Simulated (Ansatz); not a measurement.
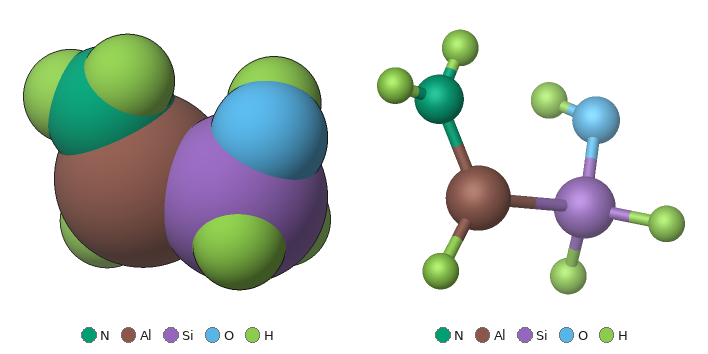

Two views of one molecule.

Computed geometry: PBE0-D4/def2-TZVP optimisation.

Describe the molecule.

Formula AlH6NOSi. Its SMILES string is `[NH2][AlH][SiH2]O`. Among its groups: Si–H bond, Si–O bond. This geometry has C1 symmetry. Coordination: 1 N trigonal planar; 1 Al trigonal planar; 1 Si tetrahedral; 1 O bent.

More results for the same structure follow; atom numbers are the same in all pictures, views and colours differ.

### Geometry

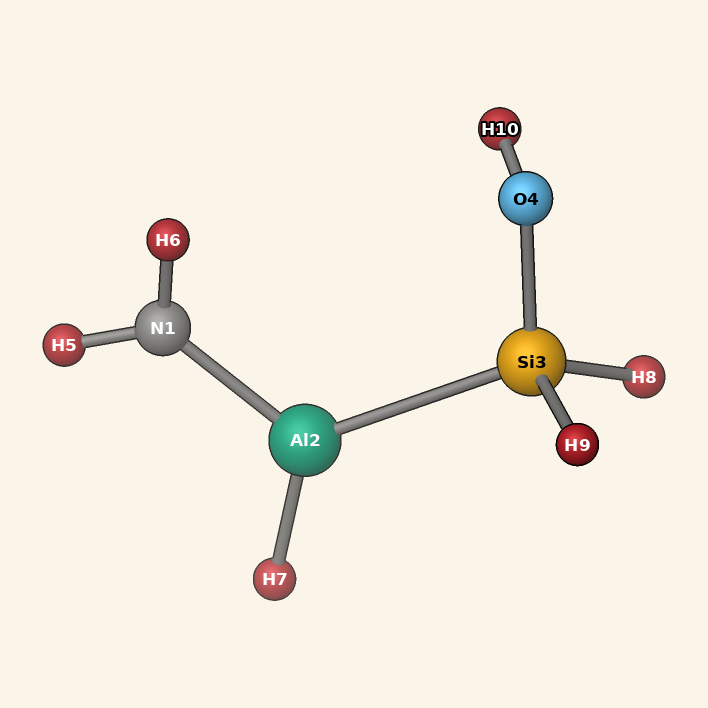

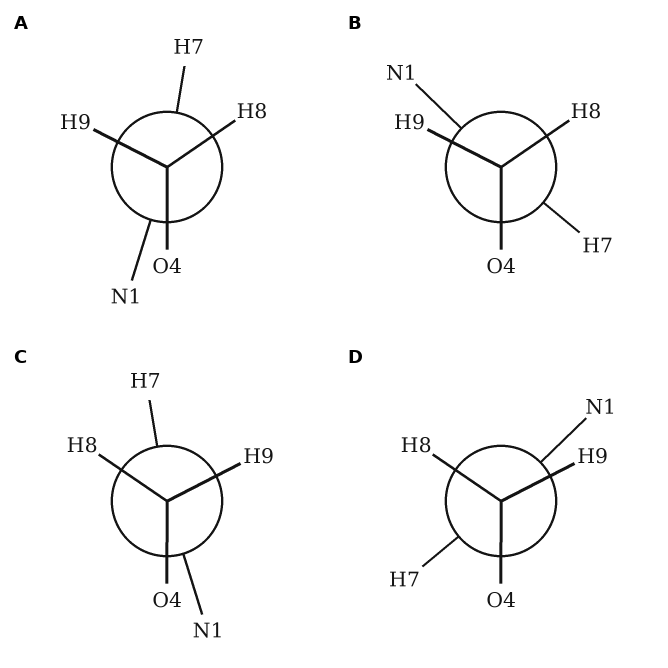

Depth is shown by fading: the farther an atom, the more it takes the colour of the background. Bonds that would overlap in a projection are set slightly apart.

Question: Which Newman projection shows the view along Si3–Al2, with Si3 in front?

Answer: C. The torsion angle O4–Si3–Al2–N1 is −9°, synperiplanar (eclipsed).

### Dipole moment

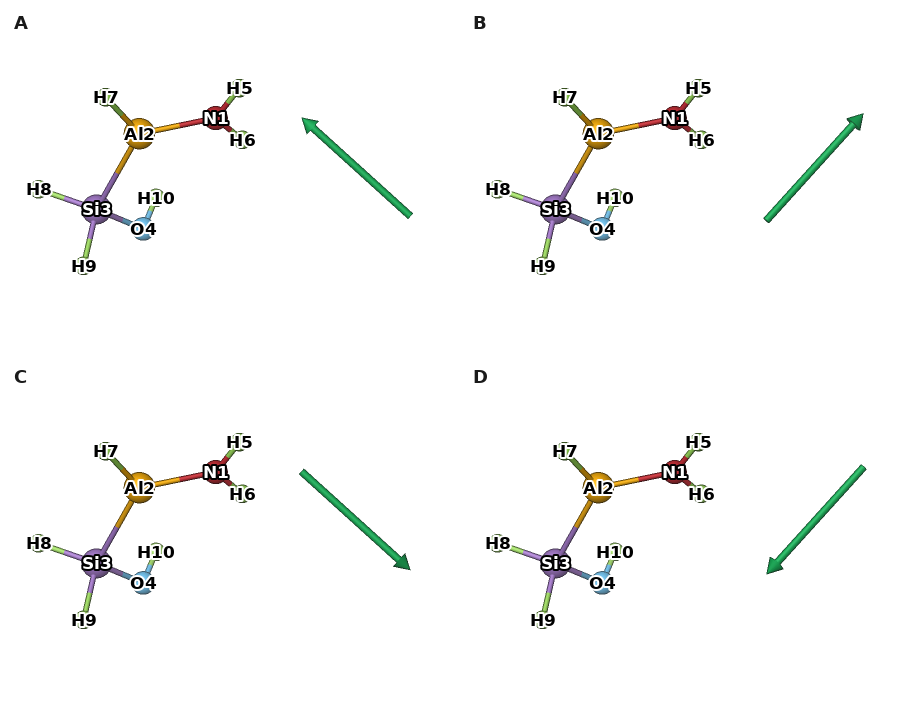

The same molecule four times, each with an arrow. Method: RKS PBE0-D4/def2-TZVP (Ansatz 0.2.0).

Question: Which arrow points along the dipole moment, from the negative to the positive end?

Answer: B. The dipole moment is 2.14 D; it points from the side of H9 to the side of H5 (the outermost atoms at the two ends).

### Thermal motion

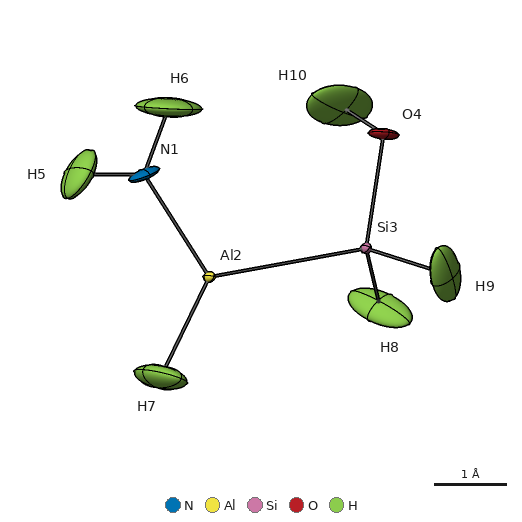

Displacement ellipsoids at the 50 % level, from the internal vibrations of the free molecule (harmonic, no overall translation or rotation; no half-axis is drawn under 0.075 Å). Vibrations computed with RKS PBE0-D4/def2-TZVP (Ansatz 0.2.0). Temperature: 200 K.

List U_eq and the three principal root-mean-square amplitudes for each kind of atom.

| atom | U_eq (Å²) | rms amplitudes (Å) |
| --- | --- | --- |
| N1 | 0.0138 | 0.033, 0.128, 0.155 |
| Al2 | 0.0043 | 0.033, 0.050, 0.097 |
| Si3 | 0.0032 | 0.028, 0.040, 0.085 |
| O4 | 0.0122 | 0.032, 0.116, 0.149 |
| H5 | 0.0430 | 0.103, 0.229, 0.257 |
| H6 | 0.0693 | 0.088, 0.283, 0.347 |
| H7 | 0.0721 | 0.102, 0.191, 0.412 |
| H8 | 0.0580 | 0.096, 0.173, 0.367 |
| H9 | 0.0554 | 0.095, 0.166, 0.360 |
| H10 | 0.0792 | 0.087, 0.240, 0.415 |

### Vibrations

Harmonic vibrations computed with RKS PBE0-D4/def2-TZVP (Ansatz 0.2.0) at a stationary point of the same level.

Question: List the wavenumbers.

Answer: 24 modes: 59, 76, 176, 238, 292, 367, 449, 463, 534, 548, 717, 731, 808, 824, 867, 903, 940, 1568, 1910, 2156, 2203, 3600, 3691, 3926 cm⁻¹.

### Charges

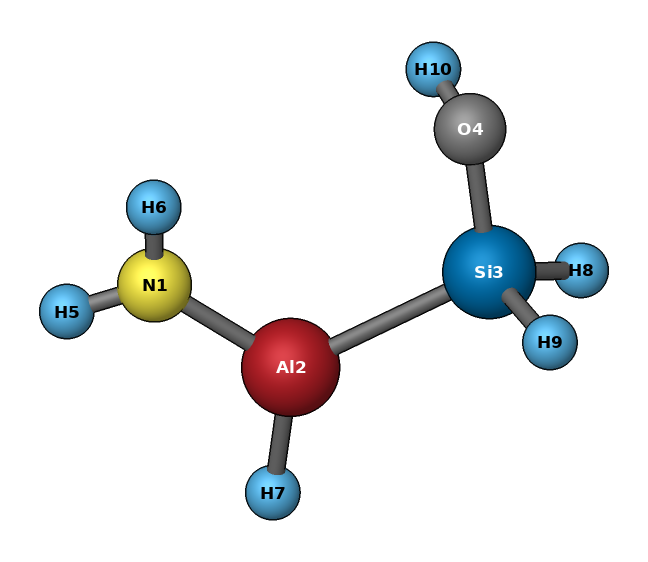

The questions are on Mulliken charges. Method: RKS PBE-D4/def2-TZVPP (Ansatz 0.2.0).

Give the Mulliken charges atom by atom.

| atom | value (e) |
| --- | --- |
| N1 | −0.40 |
| Al2 | 0.33 |
| Si3 | 0.23 |
| O4 | −0.36 |
| H5 | 0.14 |
| H6 | 0.15 |
| H7 | −0.12 |
| H8 | −0.09 |
| H9 | −0.07 |
| H10 | 0.18 |

Mulliken values depend strongly on the basis set and can even reverse the polarity of a bond.
